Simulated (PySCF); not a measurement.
Vertical excitations of a molecule CH7ClO2Si2 from TDDFT-CAM-B3LYP/def2-SVPD (PySCF), as energy in eV (oscillator strength): 6.18 (0.015), 6.70 (0.046), 7.14 (0.006), 7.54 (0.029), 7.73 (0.014), 7.81 (0.085), 7.93 (0.048), 8.03 (0.096), 8.09 (0.019), 8.17 (0.058). Lowest triplet (TDA): 5.57 eV. The structure is a stationary point at PBE0-D3(BJ)/def2-SVP. The values are those of a single conformer.

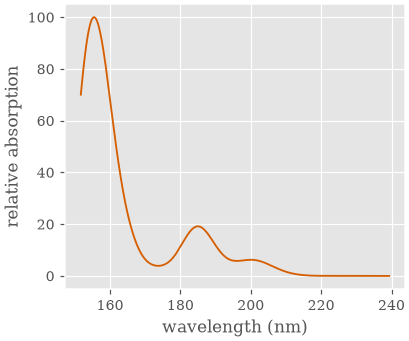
Figure: The lines broadened by 0.4 eV.

Q: Identify the compound among the candidates.
A) C[Si@@H](O)[Si@H](O)Cl
B) O[Si@@H](Cl)CO[SiH3]
C) C[Si@@H](O)O[SiH2]Cl
D) O[C@@H]([SiH3])[Si@H](O)Cl

A: A, C[Si@@H](O)[Si@H](O)Cl
